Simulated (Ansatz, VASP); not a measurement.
# Cross-check of C (Diamond) between VASP and Ansatz

Aim: how closely do two programs agree when they are given the same cell, functional and k mesh? The cell is taken from a series of runs on this material, whose earlier steps may have relaxed or scaled it; both programs get it as it stands.

Method: plane waves, with VASP 6.6.1 beside it; single point at LDA, in Ansatz 0.2.0.

## 1. Starting point

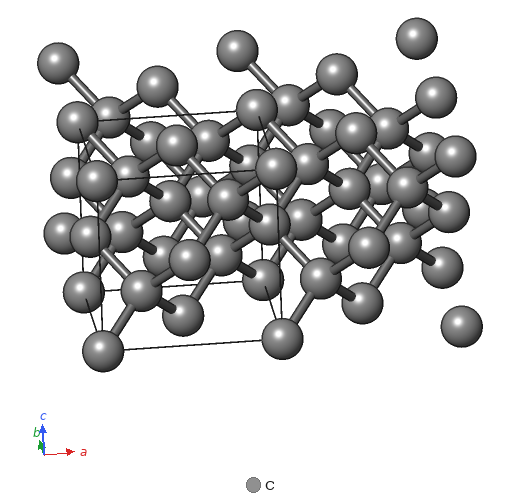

Start, viewed slightly off an axis; carbon grey. 2×2×1 cells are drawn. This picture shows the conventional cell, with its axes. Bonds to atoms that aren't drawn are left out. Some periodic images of atoms are drawn too.

## 2. VASP: single point, LDA

A single point gives forces, pressure and levels at one fixed geometry, so differences don't come from the geometry; what else differs is listed under the comparison.

Lines of VASP's logs that name or quote its potential files are left out, and so is its time.

INCAR reads:

```
SYSTEM = C
PREC = Accurate
ENCUT = 520
EDIFF = 1E-06
NELM = 100
ISMEAR = 0
SIGMA = 0.01
LREAL = .FALSE.
ALGO = Normal
GGA = PW92
NBANDS = 10
LORBIT = 11
LWAVE = .FALSE.
LCHARG = .FALSE.
KPAR = 2
ISIF = 2
```

POSCAR reads:

```
C
1.0
    0.0000000000      1.7833700000      1.7833700000
    1.7833700000      0.0000000000      1.7833700000
    1.7833700000      1.7833700000      0.0000000000
C
2
Direct
    0.7500000000      0.7500000000      0.7500000000
    0.5000000000      0.5000000000      0.5000000000
```

KPOINTS reads:

```
Automatic mesh
0
Gamma
8 8 8
0 0 0
```

PAW data sets: C (LDA family, release 64).

Run with:

```console
$ mpirun -np 2 vasp_std
```

Numbers of over 12 decimals in the logs are rounded to 6 here.

The log of the run:

```text
[banner, memory and clock lines left out]
running    2 mpi-ranks, on    1 nodes
 distrk:  each k-point on    1 cores,    2 groups
 distr:  one band on    1 cores,    1 groups

 POSCAR found type information on POSCAR C
 POSCAR found :  1 types and       2 ions
|                                                                             |
|               ----> ADVICE to this user running VASP <----                  |
|                                                                             |
|     You enforced a specific xc type in the INCAR file but a different       |
|     [... a line on the potential file left out ...]
|     I HOPE YOU KNOW WHAT YOU ARE DOING!                                     |
|                                                                             |

 LDA part: xc-table for (Slater(with rela. corr.)+PW92), standard interpolation
 POSCAR, INCAR and KPOINTS ok, starting setup
 FFT: planning ... GRIDC
 FFT: planning ... GRID_SOFT
 FFT: planning ... GRID
 WAVECAR not read
 entering main loop
       N       E                     dE             d eps       ncg     rms          rms(c)
DAV:   1    -0.372106509519E+01   -0.37211E+01   -0.50538E+03   612   0.778E+02
DAV:   2    -0.207313594916E+02   -0.17010E+02   -0.16637E+02   788   0.123E+02
DAV:   3    -0.210629409119E+02   -0.33158E+00   -0.33117E+00   684   0.134E+01
DAV:   4    -0.210636540423E+02   -0.71313E-03   -0.71309E-03   620   0.751E-01
DAV:   5    -0.210636552611E+02   -0.12189E-05   -0.12188E-05   674   0.294E-02    0.570E+00
DAV:   6    -0.204679448443E+02    0.59571E+00   -0.34026E-01   592   0.429E+00    0.331E+00
DAV:   7    -0.202597560530E+02    0.20819E+00   -0.40138E-01   624   0.467E+00    0.717E-01
DAV:   8    -0.202595109089E+02    0.24514E-03   -0.83984E-03   608   0.818E-01    0.256E-02
DAV:   9    -0.202595005559E+02    0.10353E-04   -0.31107E-05   642   0.472E-02    0.192E-02
DAV:  10    -0.202595021091E+02   -0.15532E-05   -0.17576E-06   598   0.118E-02    0.442E-03
DAV:  11    -0.202595020473E+02    0.61776E-07   -0.60053E-08   330   0.203E-03
   1 F= -.20259502E+02 E0= -.20259502E+02  d E =-.371052E-24
```

From OUTCAR (step 2):

```text
ion  position               nearest neighbor table
   1  0.750  0.750  0.750-   2 1.54   2 1.54   2 1.54   2 1.54
   2  0.500  0.500  0.500-   1 1.54   1 1.54   1 1.54   1 1.54

  LATTYP: Found a face centered cubic cell.
 ALAT       =     3.5667400000

 Subroutine GETGRP returns: Found 48 space group operations
 (whereof 24 operations were pure point group operations)

The static configuration has the point symmetry T_d .
 The point group associated with its full space group is O_h .

 Found     29 irreducible k-points:

   k-points           NKPTS =     29   k-points in BZ     NKDIM =     29   number of bands    NBANDS=     10

   dimension x,y,z NGX =    20 NGY =   20 NGZ =   20
   dimension x,y,z NGXF=    40 NGYF=   40 NGZF=   40

   ENCUT  =  520.0 eV  38.22 Ry    6.18 a.u.   4.69  4.69  4.69*2*pi/ulx,y,z

   NELECT =       8.0000    total number of electrons

 k-points in reciprocal lattice and weights: Automatic mesh
   0.00000000  0.00000000  0.00000000       0.002
   0.12500000  0.00000000  0.00000000       0.016
   0.25000000  0.00000000  0.00000000       0.016
   0.37500000  0.00000000  0.00000000       0.016
   0.50000000  0.00000000  0.00000000       0.008
   0.12500000  0.12500000  0.00000000       0.012
   0.25000000  0.12500000  0.00000000       0.047
   0.37500000  0.12500000  0.00000000       0.047
   0.50000000  0.12500000  0.00000000       0.047
[...]
-0.37500000  0.50000000  0.12500000       0.023
  -0.25000000  0.50000000  0.25000000       0.012

 average (electrostatic) potential at core
       1 -49.5150       2 -49.5150

 E-fermi :   9.7838

 k-point     1 :       0.0000    0.0000    0.0000
  band No.  band energies     occupation
      1     -11.5981      2.00000
      2       9.7160      2.00000
      3       9.7160      2.00000
      4       9.7160      2.00000
      5      15.2613      0.00000
      6      15.2613      0.00000
      7      15.2613      0.00000
      8      23.2745      0.00000
      9      28.7286      0.00000
    ...

 k-point     2 :       0.1250    0.0000    0.0000
  band No.  band energies     occupation
      1     -11.1662      2.00000
      2       7.3282      2.00000
      3       9.0657      2.00000
      4       9.0657      2.00000
      5      16.1146      0.00000
      6      16.1146      0.00000
      7      16.5605      0.00000
      8      23.5679      0.00000
      9      29.3568      0.00000
    ...

 k-point     3 :       0.2500    0.0000    0.0000
  band No.  band energies     occupation
      1      -9.8834      2.00000
      2       3.1842      2.00000
      3       7.9769      2.00000
      4       7.9769      2.00000
      5      17.4433      0.00000
      6      17.4433      0.00000
      7      17.9116      0.00000
      8      24.3083      0.00000
      9      30.1185      0.00000
    ...

  Total       -0.8754206     -0.8754206     -0.8754206      0.0000000     -0.0000000      0.0000000
  in kB     -123.6439788   -123.6439788   -123.6439788      0.0000000     -0.0000000      0.0000000
  external PRESSURE =    -123.6439788 kB  Pullay stress =       0.0000000 kB

  energy-cutoff  :      520.00
  volume of cell :       11.34
      direct lattice vectors                 reciprocal lattice vectors
     0.000000000  1.783370000  1.783370000    -0.280368067  0.280368067  0.280368067
     1.783370000  0.000000000  1.783370000     0.280368067 -0.280368067  0.280368067
     1.783370000  1.783370000  0.000000000     0.280368067  0.280368067 -0.280368067

 POSITION                                       TOTAL-FORCE (eV/Angst)
 -----------------------------------------------------------------------------------
      2.67505      2.67505      2.67505         0.000000      0.000000      0.000000
      1.78337      1.78337      1.78337        -0.000000     -0.000000     -0.000000
 -----------------------------------------------------------------------------------
    total drift:                                0.000000     -0.000000      0.000000

  FREE ENERGIE OF THE ION-ELECTRON SYSTEM (eV)
  ---------------------------------------------------
  free  energy   TOTEN  =       -20.2595020473 eV

  energy  without entropy=      -20.2595020473  energy(sigma->0) =      -20.25950205

 total charge
# of ion       s       p       d       tot
------------------------------------------
    1        0.819   1.753   0.000   2.572
    2        0.819   1.753   0.000   2.572
--------------------------------------------------
tot          1.637   3.507   0.000   5.144

[... 3 further parts left out ...]
```

The run ends at a pressure of -12.36 GPa.

## 3. Ansatz: single point, LDA

Ansatz runs on its default PAW (the set named soft_2) files.

The same cell, functional (in two slightly different forms), mesh and smearing now go to Ansatz, which takes its cutoff from its data sets.

input.yaml reads:

```yaml
crystal:
  lattice:
    - [0.0, 1.78337, 1.78337]
    - [1.78337, 0.0, 1.78337]
    - [1.78337, 1.78337, 0.0]
  atoms:
    - { symbol: C, position: [0.75, 0.75, 0.75] }
    - { symbol: C, position: [0.5, 0.5, 0.5] }
hamiltonian:
  xc: lda
  pseudopotentials: { kind: paw }
kpoints:
  mp_grid: { grid: [8, 8, 8] }
scf:
  occupations: { method: gaussian, width: 0.01 }
  n_extra_bands: 4
output:
  forces: true
  stress: true
  eigenvalues: true
```

Run with:

```console
$ ansatz run input.yaml --threads 2 --pin off --max-ram 4608MiB --backend cpu --events-out ev --progress --plain --runs-dir out
```

The log of the run:

```text
scf.n_extra_bands = 4 over 4 filled bands (N_el = 8.0): the run solves 8 bands
Engine: ansatz 0.2.0, aarch64-unknown-linux-gnu
Pseudopotentials: kind: paw
Pseudopotential: C, paw, valence charge 4, recommended cutoff 420 eV (normal), C.paw.azcp
Functional definition: SPW92
  exchange = slater_x
  correlation = pw_c
Crystal: 2 atoms, lattice volume = 11.344 Å³
Basis set: ecut = 420 eV, 229 PW (Γ)
Bands: 8, of which v1, the nominal top of the filled ones, is band 4 counted from 1 (3 counted from 0)
Symmetry: 48 space group operations
Space group: Fd-3m (ITA 227), of the structure as read, at distance tolerance 2.2e-5 Å
k-points: 29 of 512
Non-local potential: C, projectors of the file, l = 0: 2, l = 1: 2, l = 2: 1
PAW form: soft (Blöchl's): semilocal exchange-correlation on the pseudo side does not see the compensation charge
PAW frozen core: C, regenerated for the run's functional, and the local potential with it (the file was generated under x = pbe(κ = 0.804, μ = 0.219515), c = pbe(β = 0.066725))
PAW one-centre angular grid: C, 110 points (default); XC on 64 Gauss nodes
Initial density: superposition of atomic densities (neutral atoms: chi_scale 0, normalization atom), corrected by the library's trained network
Initial wavefunctions: pseudopotential atomic-orbital guess
Functional: x = slater, c = lda
SCF iter   1: F=—  HF=-485.971071 eV  |F-HF|=—  |Δ(HF+E_count)|=         —  Δρ=7.12e-3  dr2=1.98e-3  ethr=1.77e-3  ⟨swp⟩=4.9  Hψ=1511  notcnv=0
preconditioner: auto → none  [insulator: Δε(μ)=4.100 eV  Ē_g=19.481 eV  σ=0.010 eV  W_gap=1.00  n_scr=0 (ndim 8)  ℏωp=31.2 eV  f_vac=0.000  D(μ)=0.00/eV (n_scr^D=0)  ε∞_Penn≈3.6]
SCF iter   2: F=—  HF=-485.970626 eV  |F-HF|=—  |Δ(HF+E_count)|=   4.45e-4  Δρ=3.35e-3  dr2=4.39e-4  ethr=2.48e-5  ⟨swp⟩=1.5  Hψ=485  notcnv=0
SCF iter   3: F=—  HF=-485.970506 eV  |F-HF|=—  |Δ(HF+E_count)|=   1.20e-4  Δρ=9.90e-5  dr2=1.00e-6  ethr=5.49e-6  ⟨swp⟩=2.0  Hψ=342  notcnv=0
SCF iter   4: F=—  HF=-485.970505 eV  |F-HF|=—  |Δ(HF+E_count)|=   2.91e-7  Δρ=2.60e-5  dr2=4.58e-8  ethr=1.25e-8  ⟨swp⟩=2.6  Hψ=336  notcnv=0
iter 5 did not close the SCF: its close was put off for the readings that it lacked (scf_convergence_deferred on its scf_iter line)
SCF iter   5: F=-485.970505 eV  HF=-485.970505 eV  |F-HF|=7.30e-10  |Δ(HF+E_count)|=   8.74e-9  Δρ=3.66e-6  dr2=1.17e-9  ethr=5.72e-10  ⟨swp⟩=2.4  Hψ=340  notcnv=0
SCF iter   6: F=-485.970505 eV  HF=-485.970505 eV  |F-HF|=2.33e-12  |Δ(HF+E_count)|=  5.37e-10  Δρ=6.01e-7  dr2=1.03e-11  ethr=1.46e-11  ⟨swp⟩=1.0  Hψ=702  notcnv=0
SCF 1 converged in 6 iterations: F = -485.970505 eV  dr2 = 1.03e-11
  greatest PAW one-centre occupation: 0.635 electrons in one spin orbital (limit 2), on the C atom at site 1 (counted from 0), in its partial waves of l = 0
SCF converged after 6 iterations
Free energy (F): -485.970505 eV
Harris-Foulkes:  -485.970505 eV  (|F-HF|=2.33e-12)
Internal energy: -485.970505 eV  (E = F + TS)
E sigma→0 (E₀):  -485.970505 eV
Fermi energy:    15.114700 eV
--- Per-component energies (eV) ---
  E_band       = 33.226490
  E_kinetic    = 184.441083
  E_local      = -124.338859  (includes V_loc(G=0)·N_el)
  E_nonlocal   = 55.372443
  E_hartree    = 26.560485
  E_xc         = -96.666196
  E_vxc        = -120.324698  (∫ρ·V_xc dr)
  E_paw        = -183.503783  (= ΣΔE_a)
  E_vpaw       = -15.044457  (= ΣTr[D̂ρ^β])
  E_aug_tail   = 0.000021  (compensation charges beyond the density's cutoff)
  E_ewald      = -347.961363
  E_core_change = 0.125665  (= ΣΔE_core)
  E_smearing   = -0.000000  (= −TS)
  E_closure    = 0.000000  (closes the sum)
  Σ components = -485.970505   (vs F -485.970505, Δ=0.00e0)
--- Forces (eV/Å), atoms counted from 1 ---
  atom   1  C     -0.00000000     0.00000000    -0.00000000
  atom   2  C     -0.00000000     0.00000000    -0.00000000
  max |Σ_I F_I| component: 1.25e-16 eV/Å
--- Stress (GPa, compression-positive) ---
      -13.083434      -0.000000       0.000000
        0.000000     -13.083434       0.000000
       -0.000000       0.000000     -13.083434
  P = ⅓ Tr σ = -13.0834 GPa (-130.834 kbar)
--- Band table (eV; the first three rows and the last of 29) ---
  k-point 0: bands = ["-8.2651", "13.0625", "13.0625", "13.0625", "18.6017", "18.6017", "18.6017", "26.5600"]
  k-point 1: bands = ["-7.8334", "10.6695", "12.4102", "12.4102", "19.4551", "19.4551", "19.9006", "26.8574"]
  k-point 2: bands = ["-6.5509", "6.5226", "11.3165", "11.3165", "20.7859", "20.7859", "21.2435", "27.6114"]
  k-point 28: bands = ["1.2759", "1.2759", "4.6974", "4.6974", "23.5069", "23.5069", "25.3746", "25.3746"]
```

The run ends at a pressure of -13.08 GPa.

## 4. Side by side

Known differences besides the PAW data sets themselves: the cutoff is 420 eV in Ansatz and 520 eV in VASP; Ansatz makes its cores anew for this functional, VASP keeps those of its LDA data sets. Total energies have different zeros and are not compared.

The two programs side by side:

| quantity | Ansatz | VASP | difference |
| --- | --- | --- | --- |
| pressure (GPa) | -13.08 | -12.36 | -0.72 |
| gap on the k mesh (eV) | 4.104 | 4.105 | -0.001 |

Ansatz's pressure holds a Pulay correction of 1.34 GPa; VASP's holds none.

## 5. Looking for the cause

How far does this hang on the set-up? Further runs change one program's set-up at a time, as the table lists.

| run | difference in gap on the k mesh (eV) |
| --- | --- |
| as above | -6.4e-4 |
| VASP with the data sets C_h, a cutoff of 1190 eV and GGA = CA, the Perdew-Zunger form of LDA | 0.0035 |

## 6. Outcome

| Property | Result |
| --- | --- |
| difference in gap on the k mesh (single point, LDA) | -6.4e-4 eV |
| difference in pressure (single point, LDA) | -0.72 GPa |

**Reading.** The difference in pressure is -0.72 GPa (single point, LDA), within the 1 GPa picked in this series as the mark of a large difference. For single point, LDA: VASP with the data sets C_h, a cutoff of 1190 eV and GGA = CA, the Perdew-Zunger form of LDA turns the difference in gap on the k mesh from -6.4e-4 to 0.0035 eV, so VASP's own sets bracket Ansatz's value. Differences of this kind measure data sets and numerical settings, not the functional's error against experiment.

[Lines on the potential files, build, host, timing and source positions are cut from VASP's logs without a mark.]

[Logs are printed without paths, hosts, clocks, repeated set-up lines and the standing remarks that a program may print on its own settings, such as how far it seeks lower states.]

[Hosts, paths, dates, database ids (printed as entryN), source tags and the programs' standing remarks are cut or masked in the printed files.]
